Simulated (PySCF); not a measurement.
# Single-point calculation of TaF₄ (charge +1)

The run: single-point calculation of TaF₄, charge +1. Method and program: RKS BP86, Ta def2-SVP with ECP60, F def2-SVP; non-relativistic Hamiltonian with a scalar-relativistic core potential; density fitting (PySCF 2.14.0).

It belongs to a series of runs on one base structure; here: finer grid at the relaxed geometry.

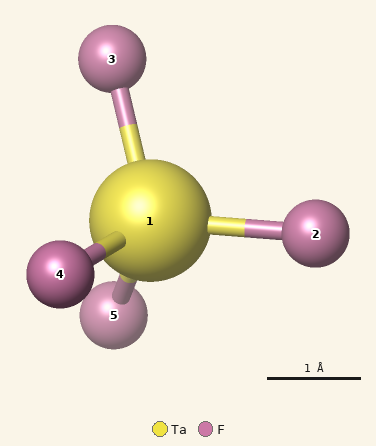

Figure 1. The structure (ball-and-stick view, seen at a tilt; atoms are numbered from 1 in the order of the input). Sticks mark near contacts. Bond lengths as drawn: F–Ta 1.83 Å.

Input file:
```python
mol = gto.M(atom='''
Ta     0.00000    -0.00000    -0.00000
F      1.05544     1.05544     1.05544
F     -1.05544    -1.05544     1.05544
F      1.05544    -1.05544    -1.05544
F     -1.05544     1.05544    -1.05544''',
    basis={'Ta': 'def2-SVP', 'F': 'def2-SVP'},
    ecp={'Ta': 'def2-SVP'},
    charge=1, spin=0)
mf = dft.RKS(mol, xc='B88,P86')
mf.grids.atom_grid = (75, 302)  # f atoms: at least (60, 302), unpruned
mf = mf.density_fit()  # Ta def2-universal-JKFIT, F def2-universal-JKFIT
mf.conv_tol = 1e-09; mf.max_cycle = 55
mf.kernel(dm0)
```

The script is an equivalent of the set-up of the self-consistent field. The run itself was carried out by a driver, which started from the orbitals of the step before it where there was one and computed the further properties.

Command:
```bash
OMP_NUM_THREADS=2 python <driver script>
```

Output:
```
init E= -456.146259440622
  HOMO = -0.646082772956847  LUMO = -0.383541597008053  gap/eV = 7.14411
cycle= 1 E= -456.146259758656  delta_E= -3.18e-07  |g|= 0.00067  |ddm|= 0.0016
  HOMO = -0.646233166142697  LUMO = -0.383630366156516  gap/eV = 7.14579
cycle= 2 E= -456.146259537432  delta_E= 2.21e-07  |g|= 0.00132  |ddm|= 0.00101
  HOMO = -0.646153975253603  LUMO = -0.383639522170771  gap/eV = 7.14338
cycle= 3 E= -456.146259788008  delta_E= -2.51e-07  |g|= 0.000407  |ddm|= 0.000997
  HOMO = -0.646146035561005  LUMO = -0.383598602809798  gap/eV = 7.14428
cycle= 4 E= -456.146259824204  delta_E= -3.62e-08  |g|= 8.5e-06  |ddm|= 0.00035
  HOMO = -0.6461465379162  LUMO = -0.38360008285252  gap/eV = 7.14425
cycle= 5 E= -456.146259824211  delta_E= -7.73e-12  |g|= 1.52e-06  |ddm|= 1.16e-05
  HOMO = -0.646146634193821  LUMO = -0.383599723585785  gap/eV = 7.14427
Extra cycle  E= -456.146259824213  delta_E= -1.14e-12  |g|= 4.95e-06  |ddm|= 4.61e-06
converged SCF energy = -456.146259824213
```

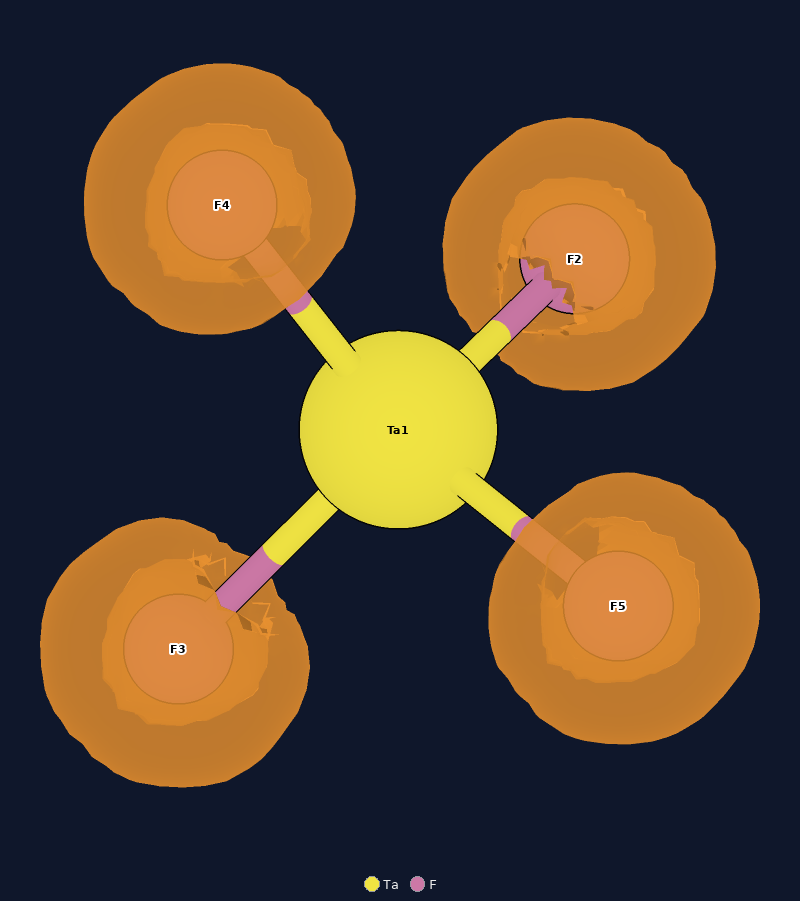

Figure 2. Isosurface of the electron localisation function at 0.8 (orange), seen face on. Core shells and regions of very low density are left out. Profiles from the grid: Ta–F (1.83 Å): the ELF peaks at about 0.80 in the valence shell of F, 0.5 Å from its nucleus, and drops to about 0.25 between the two atoms.

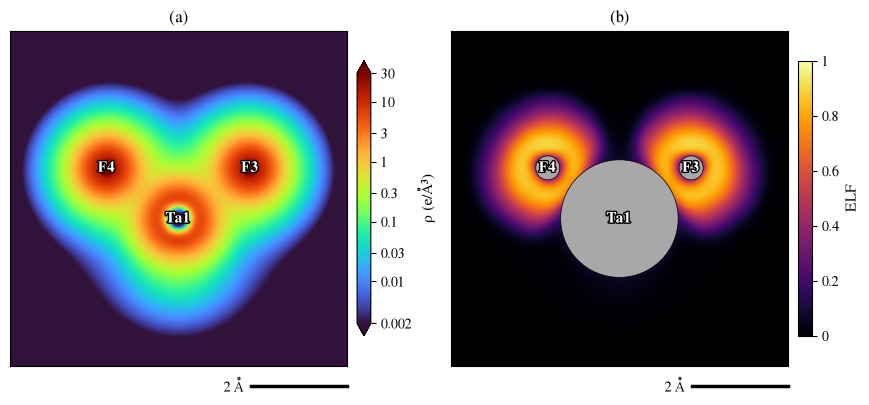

Figure 3. (a) total electron density; (b) ELF on the plane of atoms F3, Ta1 and F4. Grey discs, where drawn, cover atomic cores. Atoms in the plane: Ta and F. Ta–F (1.83 Å): ρ at the midpoint is about 1.2 e/Å³; the ELF peaks at about 0.80 in the valence shell of F, 0.5 Å from its nucleus, and drops to about 0.25 between the two atoms.

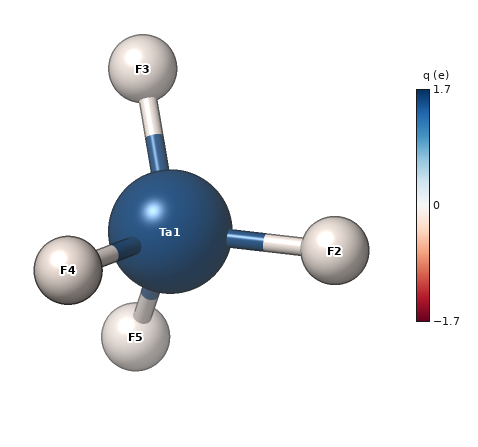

Figure 4. Mulliken charges, as the colour of each atom (ball-and-stick view, seen at a tilt; atoms are numbered from 1 in the order of the input; Mulliken charges depend strongly on the basis). By element: Ta +1.57 and F −0.14 e.

Summary:

| quantity | value |
| --- | --- |
| outcome | converged |
| total energy | −456.146260 hartree |
| HOMO | −17.58 eV |
| LUMO | −10.44 eV |
| largest force (length of the vector) | 0.041 eV/Å |
| hardware | 2 threads of Arm Neoverse V1, 24 GiB of memory available, shared host |
| wall time | 6.4 s (CPU time 13 s) |
| peak memory | 0.72 GiB |
